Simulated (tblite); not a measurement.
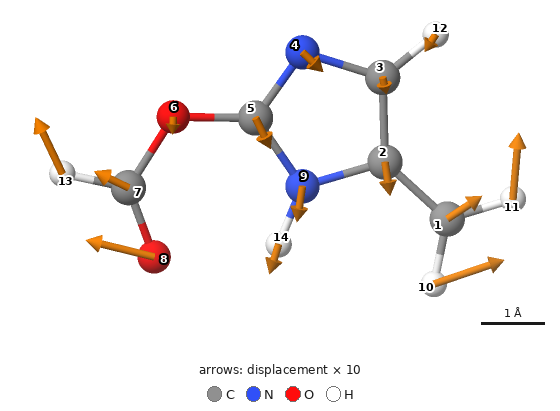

This is a relaxation of C₅H₅N₂O₂ (multiplicity 2). The starting structure is drawn; orange arrows show the displacements, magnified 10 times. The two geometries are superimposed by the best rigid fit.

The picture is a ball-and-stick view, seen at a tilt.

These are results of GFN2-xTB geometry optimisation, gas phase in tblite, not measurements. 

**What happened in the run?**

Over 27 geometry steps the energy falls by 3.38 kcal/mol. H10 moves most after the best rigid fit: 0.12 Å. Largest moves by element: H 0.12 Å, O 0.11 Å, C 0.07 Å, N 0.06 Å. Among the contacts that change: C5–O6 1.321 → 1.348 Å, C3–N4 1.362 → 1.336 Å, C2–C3 1.395 → 1.421 Å, C1–C2 1.387 → 1.363 Å. Bond angles that change, for instance: C1–C2–N9 121.0° → 125.2°, C1–C2–C3 135.5° → 131.3°, C5–O6–C7 119.9° → 122.2°. Cost: 0.12 s on 1 thread of Arm Neoverse V2, with other jobs on the host.
